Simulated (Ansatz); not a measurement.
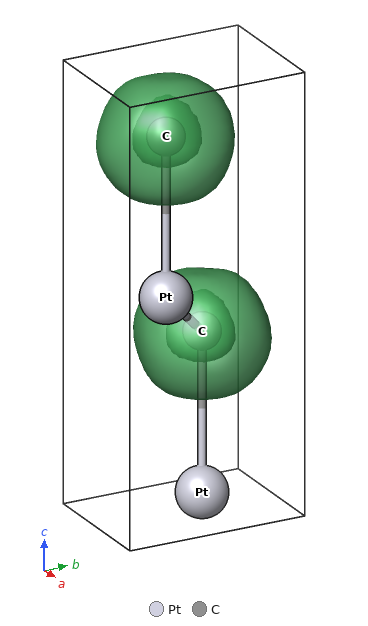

*PtC. Isosurface of the electron localisation function at 0.6 (green), seen slightly off an axis. Core shells and regions of very low density are left out. Sticks mark near contacts.*

Space group P6₃mc; started from the wurtzite_186 prototype, which need not be the ambient phase.

These are results of DFT PBE, scalar-relativistic, plane waves, PAW in Ansatz, not measurements.

Core electrons are frozen (PAW), and the valence fields are smoothed inside the atomic spheres.

### Describe the localisation domains.

The surface consists of two regions wrapped around C (the valence shell of each), counted in one cell of 4 atoms. Any copies at cell faces, edges or corners count once. Along the contacts the grid gives the following. Pt–C (2.03 Å): the ELF peaks at about 0.80 in the valence shell of C, 0.6 Å from its nucleus, and is about 0.40 at the midpoint. Pt–C (2.12 Å): the ELF peaks at about 0.85 in the valence shell of C, 0.6 Å from its nucleus, and is about 0.35 at the midpoint.
